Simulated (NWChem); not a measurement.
# One shape, several levels: C2HBBr (SMILES [C]#CBBr)

We compute a comparison of 5 runs (UHF/STO-3G, UHF/3-21G, UB3LYP/6-31G*, UB2PLYP/pcseg-1) of C2HBBr. 

Program for the calculation: NWChem 7.3.0.

### Step 1. The system as given

C2HBBr: 5 atoms, total charge 0, spin state doublet. SMILES: `[C]#CBBr`. The shape is that of a GFN2-xTB optimisation.

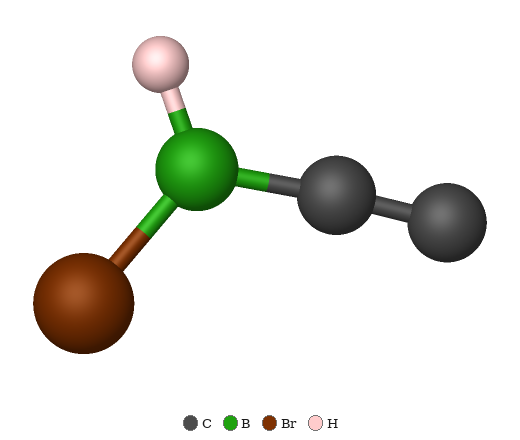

The structure, seen from a chosen angle (carbon dark grey, boron green, bromine brown, hydrogen pink).

### Step 2. Energy and gradient at UHF/STO-3G (run 1)

The input, c2hbbr.xyz:

```xyz
5

C      0.659260    -1.498860     1.417830
C      0.389300    -0.624030     0.632740
B     -0.029720     0.431600    -0.350490
Br    -1.768280     0.459670    -1.000140
H      0.749440     1.231620    -0.699940
```

The input, run.py:

```python
from ase.io import read
from ase.calculators.nwchem import NWChem

system = read('c2hbbr.xyz')

calc = NWChem(
    label='c2hbbr',
    theory='scf',
    memory='2200 mb',
    basis='STO-3G',
    basispar='spherical bse',
    scf={'nopen': '1', 'uhf': None, 'thresh': '1e-08', 'maxiter': '80'},
)
system.calc = calc

forces = system.get_forces()
print(f"energy = {system.get_potential_energy():.6f} eV")
print("forces (eV/A):")
for s, f in zip(system.symbols, forces):
    print(f"{s:2s} {f[0]:10.5f} {f[1]:10.5f} {f[2]:10.5f}")
```

The run is started by

```
export ASE_NWCHEM_COMMAND="nwchem PREFIX.nwi > PREFIX.nwo"
python run.py
```

The program printed:

```text
energy = -71955.305343 eV
forces (eV/A):
C     0.63280   -1.78872    1.63620
C    -0.49936    1.49160   -1.35523
B     0.62303    0.26323    0.01867
Br   -0.47689    0.13920   -0.28179
H    -0.27958   -0.10531   -0.01779
```

The calculator wrote c2hbbr.nwi:

```
title "c2hbbr"

permanent_dir c2hbbr

scratch_dir c2hbbr

start c2hbbr

geometry units angstrom nocenter noautosym noautoz
  C  6.5925999999999996e-01 -1.4988600000000001e+00 1.4178299999999999e+00
  C  3.8929999999999998e-01 -6.2402999999999997e-01 6.3273999999999997e-01
  B  -2.9720000000000000e-02 4.3159999999999998e-01 -3.5049000000000002e-01
  Br -1.7682800000000001e+00 4.5967000000000002e-01 -1.0001400000000000e+00
  H  7.4944000000000000e-01 1.2316199999999999e+00 -6.9994000000000001e-01
end

memory 2200 mb

basis spherical bse noprint
   * library STO-3G
end

scf
  nopen 1
  uhf
  thresh 1e-08
  maxiter 80
end

task scf gradient
```

c2hbbr.nwo:

```text
Northwest Computational Chemistry Package (NWChem) 7.3.0
             --------------------------------------------------------

           Job information
           ---------------

    nwchem branch   = 7.3.0
    use scalapack   = T
    input           = c2hbbr.nwi
    prefix          = c2hbbr.
    data base       = c2hbbr/c2hbbr.db
    status          = startup
    nproc           =        1

           Memory information
           ------------------

[... 5 lines left out ...]
    hardfail = no
[... 39 lines left out ...]
            Nuclear Dipole moment (a.u.)
[... 79 lines left out ...]
 2-e energy   =    1211.882435
[... 17 lines left out ...]
  ga_iter_lsolve: convergence stagnant ... aborting solve
[... 13 lines left out ...]
      One electron energy =  -4014.698319050312
[... 9 lines left out ...]
          Final alpha eigenvalues
[... 229 lines left out ...]
                     UHF Final Beta Molecular Orbital Analysis
[... 234 lines left out ...]
                 ----------------------------------------
                 |  Time  |  1-e(secs)   |  2-e(secs)   |
                 ----------------------------------------
                 |  CPU   |       0.00   |       0.70   |
                 ----------------------------------------
                 |  WALL  |       0.00   |       0.70   |
                 ----------------------------------------

 Task  times  cpu:        6.7s     wall:        6.7s
 Total times  cpu:        6.7s     wall:        6.7s
```

It took 7.8 s on 1 thread of Intel Xeon Platinum 8559C (Emerald Rapids), shared host; peak memory 0.097 GiB.

### Step 3. Energy and forces at UHF/3-21G (run 2)

The input, a.nw:

```
echo
start a
title "C2HBBr gradient"
memory stack 880 mb heap 220 mb global 1100 mb

geometry units angstroms noautosym nocenter noautoz
  C      0.659260    -1.498860     1.417830
  C      0.389300    -0.624030     0.632740
  B     -0.029720     0.431600    -0.350490
  Br    -1.768280     0.459670    -1.000140
  H      0.749440     1.231620    -0.699940
end

basis spherical bse
  * library 3-21G
end

scf
  doublet
  uhf
  thresh 1e-08
  maxiter 80
  print low
end

task scf gradient
```

The run is started by

```
nwchem a.nw > a.out
```

The program printed:

```text
[...]
  functions       =    51
[...]
  wavefunction    = UHF
[...]
         Total SCF energy =  -2660.371289416573
      One electron energy =  -4022.700810136260
      Two electron energy =   1202.387179372683
 Nuclear repulsion energy =    159.942341347004
                       Sz =      0.5000
                 Sz(Sz+1) =      0.7500
                      S^2 =      1.2055
[...]
                         UHF ENERGY GRADIENTS
    atom               coordinates                        gradient
                 x          y          z           x          y          z
   1 C       1.245821  -2.832435   2.679310   -0.011463   0.031186  -0.028690
   2 C       0.735670  -1.179246   1.195705    0.009530  -0.025649   0.023661
   3 B      -0.056163   0.815606  -0.662330   -0.033095   0.002798  -0.014180
   4 Br     -3.341565   0.868650  -1.889991    0.034162  -0.003764   0.015296
   5 H       1.416236   2.327424  -1.322695    0.000866  -0.004570   0.003913
 Task  times  cpu:        6.6s     wall:        6.6s
 Total times  cpu:        6.6s     wall:        6.6s
```

It took 7.2 s on 1 thread of Intel Xeon Platinum 8559C (Emerald Rapids), shared host; peak memory 0.097 GiB.

Runs 3 to 4 aren't shown in full; the table further down has their settings and results.

### Step 4. Energy and gradient at UB3LYP/6-31G(d) (spherical functions) (run 5)

The input, run.py:

```python
from ase import Atoms
from ase.calculators.nwchem import NWChem

molecule = Atoms(['C', 'C', 'B', 'Br', 'H'], positions=[
    [0.659260, -1.498860, 1.417830],
    [0.389300, -0.624030, 0.632740],
    [-0.029720, 0.431600, -0.350490],
    [-1.768280, 0.459670, -1.000140],
    [0.749440, 1.231620, -0.699940],
])

calc = NWChem(
    label='test',
    theory='dft',
    memory='2200 mb',
    basis='6-31G*',
    basispar='spherical bse',
    dft={'xc': 'b3lyp', 'mult': '2', 'grid': 'xfine', 'convergence': 'energy 1e-08', 'iterations': '100', 'mulliken': None},
)
molecule.calc = calc

forces = molecule.get_forces()
e = molecule.get_potential_energy()
print(f"E = {e:.6f} eV")
print("forces (eV/A):")
for s, f in zip(molecule.symbols, forces):
    print(f"{s:2s} {f[0]:10.5f} {f[1]:10.5f} {f[2]:10.5f}")
```

The run is started by

```
export ASE_NWCHEM_COMMAND="nwchem PREFIX.nwi > PREFIX.nwo"
python run.py
```

The program printed:

```text
E = -72800.853606 eV
forces (eV/A):
C     0.42824   -1.35276    1.21917
C    -0.31506    1.15283   -1.02155
B     0.86482   -0.33954    0.58030
Br   -1.20991    0.12470   -0.53489
H     0.23196    0.41482   -0.24307
```

The calculator wrote test.nwi:

```
title "test"

permanent_dir test

scratch_dir test

start test

geometry units angstrom nocenter noautosym noautoz
  C  6.5925999999999996e-01 -1.4988600000000001e+00 1.4178299999999999e+00
  C  3.8929999999999998e-01 -6.2402999999999997e-01 6.3273999999999997e-01
  B  -2.9720000000000000e-02 4.3159999999999998e-01 -3.5049000000000002e-01
  Br -1.7682800000000001e+00 4.5967000000000002e-01 -1.0001400000000000e+00
  H  7.4944000000000000e-01 1.2316199999999999e+00 -6.9994000000000001e-01
end

memory 2200 mb

basis spherical bse noprint
   * library 6-31G*
end

dft
  xc b3lyp
  mult 2
  grid xfine
  convergence energy 1e-08
  iterations 100
  mulliken
end

task dft gradient
```

test.nwo:

```text
Northwest Computational Chemistry Package (NWChem) 7.3.0
             --------------------------------------------------------

           Job information
           ---------------

    nwchem branch   = 7.3.0
    use scalapack   = T
    input           = test.nwi
    prefix          = test.
    data base       = test/test.db
    status          = startup
    nproc           =        1

           Memory information
           ------------------

[... 5 lines left out ...]
    hardfail = no
[... 115 lines left out ...]
          Convergence on energy requested:  1.00D-08
[... 30 lines left out ...]
          total energy or number of iterations.
[... 89 lines left out ...]
      One electron energy =    -4034.878702967670
[... 1208 lines left out ...]
          Convergence on energy requested:  1.00D-08
[... 30 lines left out ...]
          total energy or number of iterations.
[... 36 lines left out ...]
                 ----------------------------------------
                 |  Time  |  1-e(secs)   |  2-e(secs)   |
                 ----------------------------------------
                 |  CPU   |       0.00   |       5.16   |
                 ----------------------------------------
                 |  WALL  |       0.00   |       5.16   |
                 ----------------------------------------

 Task  times  cpu:       51.6s     wall:       51.6s
 Total times  cpu:       51.6s     wall:       51.6s
```

Run time: 53 s. Hardware: 1 thread of Intel Xeon Platinum 8559C (Emerald Rapids), shared host; peak memory 0.13 GiB.

### Step 5. All runs side by side

| run | level | Cartesian functions | iteration cap | energy (Eh) | dipole moment (D) | HOMO energy (eV) | LUMO energy (eV) | wall time |
| --- | --- | --- | --- | --- | --- | --- | --- | --- |
| 1 | UHF/STO-3G | no | 80 | -2644.308720 | 1.08 | -8.75 | 4.65 | 7.8 s |
| 2 | UHF/3-21G | no | 80 | -2660.371289 | – | – | – | 7.2 s |
| 3 | UB3LYP/6-31G* (Cartesian functions) | yes | 100 | -2675.393081 | – | – | – | 59 s |
| 4 | UB2PLYP/pcseg-1 | no | 100 | -2674.792163 | 0.52 | -9.48 | -3.36 | 51 s |
| 5 | UB3LYP/6-31G* (spherical functions) | no | 100 | -2675.382046 | 0.55 | -7.97 | -5.36 | 53 s |

### Step 6. Outcome

| quantity | value |
| --- | --- |
| run 5: total energy | -2675.38205 Eh |
| run 5: dipole moment | 0.55 D |
| run 5: HOMO energy (highest over α and β) | -7.97 eV |
| run 5: LUMO energy (lowest over α and β) | -5.36 eV |
| run 5: ⟨S²⟩ | 0.774 |
| run 5: largest force on an atom | 1.871 eV/Å |

Over runs 1, 4, 5 the dipole moment (its size) runs from 0.52 D (UB2PLYP/pcseg-1) to 1.08 D (UHF/STO-3G). The two ends differ in method and basis. A double hybrid's value is that of its SCF part. Totals of different functionals can't be ranked against each other. In run 1 the basis is minimal, so the values are rough. Spin contamination of the reference: run 1 ⟨S²⟩ = 1.29, run 2 ⟨S²⟩ = 1.21. All runs together took 3 min, the longest 59 s.
